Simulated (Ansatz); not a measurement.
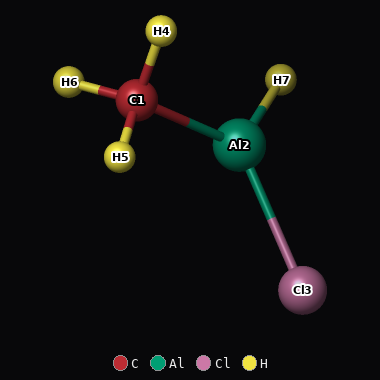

The system is CH₄AlCl, SMILES [CH3][AlH][Cl]; the picture shows the grid point nearest to the relaxed geometry. Two internal coordinates are moved rigidly from the geometry relaxed at PBE0-D4/def2-TZVP, all others fixed. First axis: bond C1–H6. Second axis: angle Al2–C1–H6. Grid: 7 × 7 points. Energies are in eV, from the lowest grid point. Computed with RKS PBE0-D4/def2-TZVPP in Ansatz 0.2.0.

Its coordinates:

```xyz
7

C    -0.7122    0.5230   -0.2855
Al    0.8573   -0.5071    0.1962
Cl    0.6965   -2.0092    1.6620
H    -0.5388    1.5903   -0.1124
H    -1.5984    0.2257    0.2777
H    -0.9257    0.4170   -1.3215
H     2.2896   -0.3064   -0.4368
```

Range: bond C1–H6 from 0.898 to 1.588 Å; angle Al2–C1–H6 from 86.6 to 134.6°.

**What landscape does the calculation give?**

The lowest grid point is at bond C1–H6 = 1.063 Å, angle Al2–C1–H6 = 110.6°. No other kind of well shows on this grid. The highest grid point, bond C1–H6 = 1.588 Å, angle Al2–C1–H6 = 134.6°, lies 2.14 eV above the lowest. Round the minimum the two coordinates are weakly coupled (coupling 0.11 in units of the two stiffnesses).

| angle Al2–C1–H6 ↓, bond C1–H6 → | 0.898 | 0.965 | 1.063 | 1.178 | 1.305 | 1.442 | 1.588 |
| --- | --- | --- | --- | --- | --- | --- | --- |
| 134.6 | 1.10 | 0.52 | 0.21 | 0.33 | 0.77 | 1.41 | 2.14 |
| 126.6 | 0.99 | 0.41 | 0.09 | 0.20 | 0.63 | 1.25 | 1.98 |
| 118.6 | 0.93 | 0.35 | 0.02 | 0.12 | 0.53 | 1.14 | 1.85 |
| 110.6 | 0.93 | 0.34 | 0.00 | 0.08 | 0.48 | 1.07 | 1.76 |
| 102.6 | 0.98 | 0.38 | 0.03 | 0.09 | 0.47 | 1.04 | 1.70 |
| 94.6 | 1.09 | 0.48 | 0.11 | 0.15 | 0.51 | 1.05 | 1.68 |
| 86.6 | 1.25 | 0.63 | 0.24 | 0.26 | 0.58 | 1.09 | 1.69 |

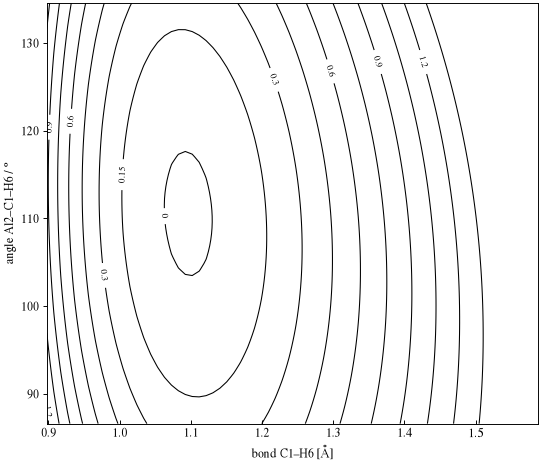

Drawn: contour lines labelled in eV (none above 1.35). Between grid points the surface is interpolated.
